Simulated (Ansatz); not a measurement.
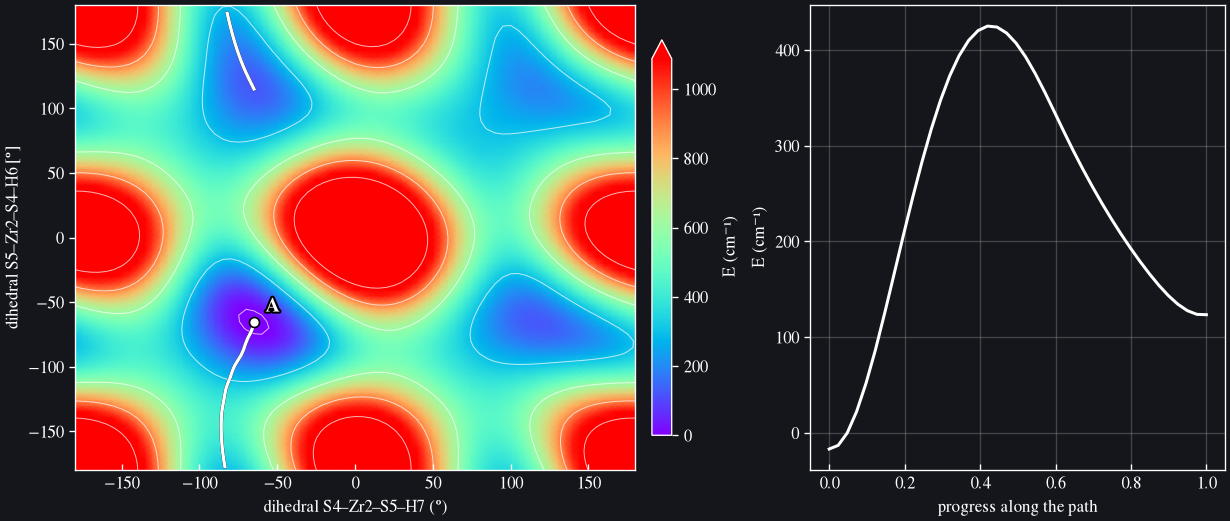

F2H2S2Zr, SMILES [F][Zr]([F])([SH])[SH]. The first coordinate is: dihedral S4–Zr2–S5–H7; the second: dihedral S5–Zr2–S4–H6. Nothing is relaxed (all other coordinates rigid). Grid: 18 × 18 points. All energies are given in cm⁻¹ relative to the lowest grid point. Computed with RKS PBE-D4/def2-SVP (Ansatz 0.2.0).

In the figure: a smooth colour map with a few white contour lines, a line along the lowest path, one colour for all values above the top of the scale, the energy along the path at the right, the start A. Between grid points the surface is interpolated.

Describe the path and its barrier.

Answer. The easiest path leads from the well at about dihedral S4–Zr2–S5–H7 = −65°, dihedral S5–Zr2–S4–H6 = −65° to the well at about dihedral S4–Zr2–S5–H7 = −65°, dihedral S5–Zr2–S4–H6 = 115°, about 140 cm⁻¹ higher (on a rigid scan; wells that are mirror images or exchange like atoms can differ by this much). Its highest point lies about 440 cm⁻¹ above the bottom of the first well on the interpolated surface, at about dihedral S4–Zr2–S5–H7 = −85°, dihedral S5–Zr2–S4–H6 = −140°. Seen from the upper well the barrier is about 300 cm⁻¹. The start is the relaxed structure and all else is held, so a fully relaxed path at this level can only be lower.
